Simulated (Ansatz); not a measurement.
## SiH3I (SiIH3): methods side by side

SiH3I has 5 atoms, charge 0, and is taken as a singlet. As SMILES, `[H][Si]([H])([H])I`. The coordinates come from a GFN2-xTB relaxation.

```xyz
5

Si   -0.0011    0.0027   -0.2523
I     0.0128   -0.0213    2.2096
H     1.3926    0.0112   -0.6615
H    -0.7063    1.2129   -0.6371
H    -0.6981   -1.2055   -0.6587
```

Each level gives the energy change with the Si1–H5 bond stretched from 1.453 to 1.816 Å (eV). The values are calculated.

| level | kind | program | value (eV) | less CCSDT/STO-3G | CPU time (all runs) |
| --- | --- | --- | --- | --- | --- |
| HF/STO-3G (restricted) | Hartree–Fock | Ansatz | 1.48 | +0.40 | 0.85 s |
| SVWN5/STO-3G (restricted) | LDA | Ansatz | 1.06 | -0.02 | 2.8 s |
| PBE/STO-3G (restricted) | GGA | Ansatz | 1.01 | -0.07 | 4.2 s |
| r2SCAN/STO-3G (restricted) | meta-GGA | Ansatz | 1.11 | +0.03 | 10 s |
| BHLYP/STO-3G (restricted) | global hybrid | Ansatz | 1.29 | +0.21 | 3.7 s |
| PBE0/STO-3G (restricted) | global hybrid | Ansatz | 1.16 | +0.08 | 4.2 s |
| wB97M-V/STO-3G (restricted) | range-separated hybrid | Ansatz | 1.21 | +0.13 | 58 s |
| RPA@PBE/STO-3G (restricted) | RPA | Ansatz | 1.04 | -0.04 | 5.8 s |
| MP2/STO-3G (restricted) | perturbation theory | Ansatz | 1.25 | +0.17 | 1 s |
| CCSDT/STO-3G (restricted) | coupled cluster or CI | Ansatz | 1.08 | 0.00 | 1.7 s |

CCSDT/STO-3G (restricted) is the highest level here, not the true value. All-electron rows without a relativistic Hamiltonian named are non-relativistic. The first shape isn't each level's own minimum. The values span 1.01 to 1.48 eV. All rows use very small basis sets, so none should be taken for the real molecule's value. In the correlated wave-function rows the outer d shell of I is correlated, in sets not made for it. In so small a basis fixed costs decide the times, and correlated methods can beat functionals. Times are those of the runs behind each value, whatever else they computed, on shared processors of several kinds: orders of magnitude only.

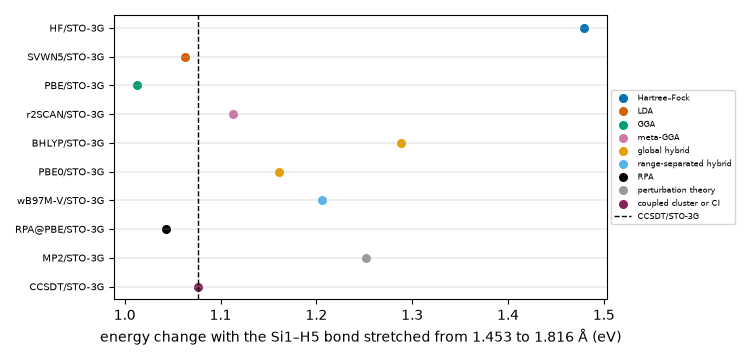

The values of the table, level by level.
